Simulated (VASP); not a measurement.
Band structure of MoCl$_{6}$ (space group P-31m). Method: r2SCAN meta-GGA, VASP's PBE PAW potentials (set 64) (plane waves; VASP 6.6.1).

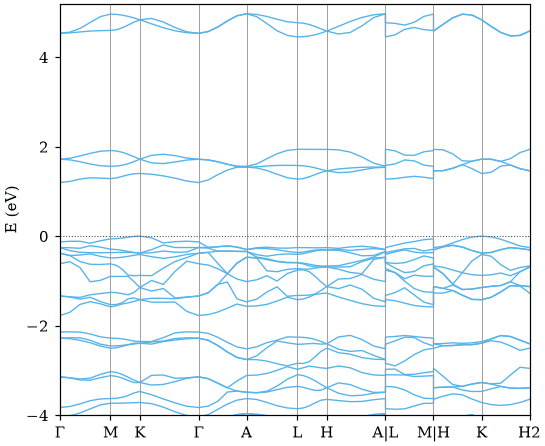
Figure. Bands along high-symmetry lines, zero at the valence-band maximum or, without a gap, the Fermi level

**Question.** Read the plot: is there a gap, and where are the band edges?

**Answer.** The gap is indirect, 1.20 eV, from the valence maximum at K to the conduction minimum at Γ.

The structure comes from a computed database's MoCl6 entry (P-31m); how it stands against other phases isn't given here. It was relaxed first.
